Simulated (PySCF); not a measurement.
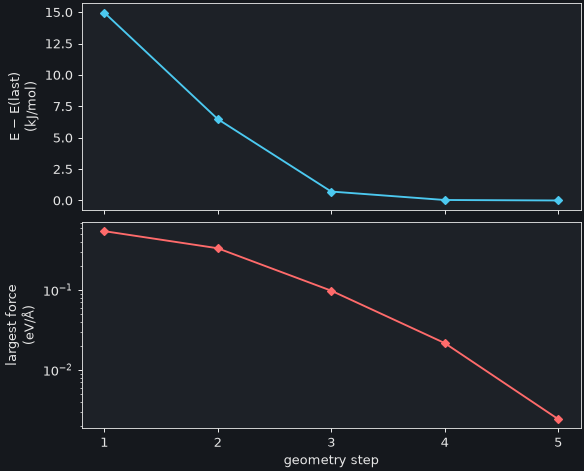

History of a geometry optimisation. The run: K2, by PBE0-D3(BJ)/def2-SVP, geometry optimisation (PySCF).

The optimisation met its thresholds at geometry 5, counting the start as the first. The energy fell by about 15 kJ/mol from the first step to the last. The largest force goes from about 0.55 eV/Å at the start to 2.4 × 10⁻³ eV/Å at the end.
